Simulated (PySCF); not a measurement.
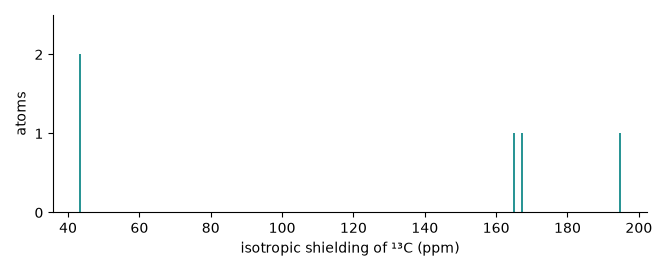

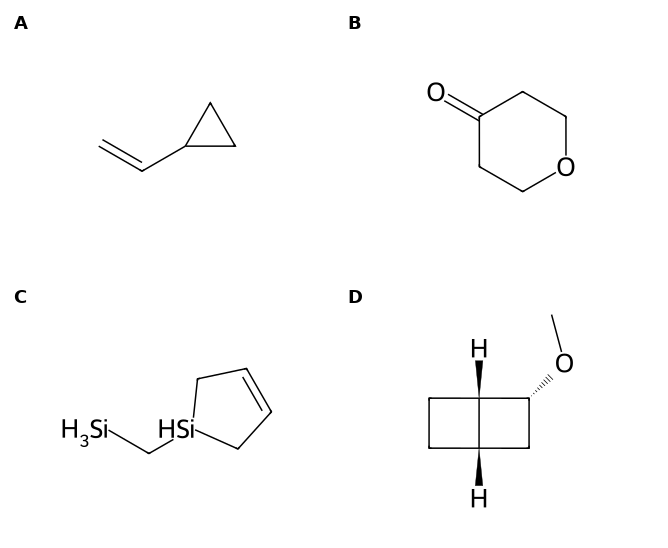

The sticks are computed shieldings of one of the molecules, for one fixed geometry (PBE0-D3(BJ)/def2-SVP) without averaging over rotations. Low shielding means a high chemical shift. Method: GIAO PBE0/pcSseg-1 NMR shielding, non-relativistic, IEF-PCM dichloromethane (PySCF 2.14.0).

### Which molecule gives this pattern?

C, `[SiH3]C[SiH]1CC=CC1`. Its 5 C atoms give lines at 43.4 (2 atoms), 165.0, 167.4, 194.6 ppm.
